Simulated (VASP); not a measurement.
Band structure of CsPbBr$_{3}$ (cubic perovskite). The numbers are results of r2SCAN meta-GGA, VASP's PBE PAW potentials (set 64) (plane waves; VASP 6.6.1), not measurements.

Unless said otherwise, spin-orbit coupling is left out, though it shifts the bands of the heavy elements here.

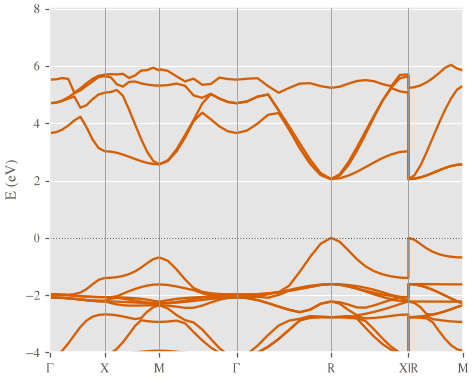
Fig. 1. Bands along high-symmetry lines, zero at the valence-band maximum or, without a gap, the Fermi level

Q: Read the plot: is there a gap, and where are the band edges?

A: The gap is direct, 2.05 eV, from the valence maximum at R to the conduction minimum at R.

The compound is CsPbBr3 in the cubic perovskite structure, the ideal cubic form; the compound distorts at low or room temperature. It was relaxed first.
